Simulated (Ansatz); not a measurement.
# BaZrO3 (cubic perovskite), energy over volume and axial ratio

BaZrO3 (cubic perovskite)

```
BaZrO3
1.0
    4.20507     0.00000     0.00000
    0.00000     4.20507     0.00000
    0.00000     0.00000     4.20507
Ba Zr O
1 1 3
Direct
  0.00000   0.00000   0.00000
  0.50000   0.50000   0.50000
  0.50000   0.00000   0.50000
  0.00000   0.50000   0.50000
  0.50000   0.50000   0.00000
```

Two coordinates are scanned: the volume, and the ratio of the stretch along z (the conventional c axis) to the stretch across it. Atoms keep their fractional coordinates.

Method: r2SCAN (plane waves to 500 eV, PAW, scalar-relativistic; Ansatz, an electronic-structure program). k mesh 8×8×8 (Γ-centred), Fermi-Dirac smearing 0.05 eV. The energy includes the smearing's −TS. BaZrO3 is run without spin polarisation. BaZrO3 was relaxed with its symmetry unable to fall. ΔE is measured from the relaxed starting cell.

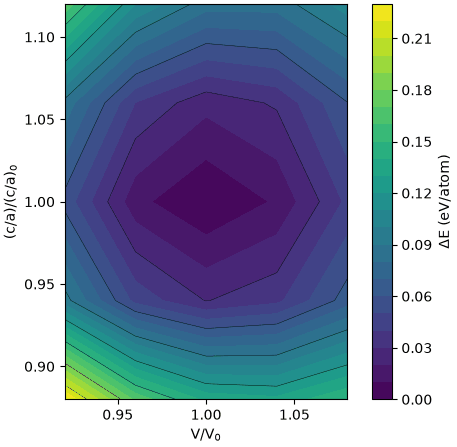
Figure: ΔE (eV/atom) over the 5×5 grid of computed points.

The shear modulus C′ = (C11 − C12)/2 (fit, atoms clamped) is 117 GPa. Lowest place on the grid: V/V₀ = 1.000, (c/a)/(c/a)₀ = 1.000 (0.0 meV/atom). Highest place on the grid: V/V₀ = 0.920, (c/a)/(c/a)₀ = 0.880 (229.6 meV/atom).

Near the relaxed cell σzz − σxx = −2Cδ (compression positive), C being this modulus and δ the logarithm of the ratio.

(Under strain, the slope of the energy per volume gives the stress and its curvature an elastic modulus.)
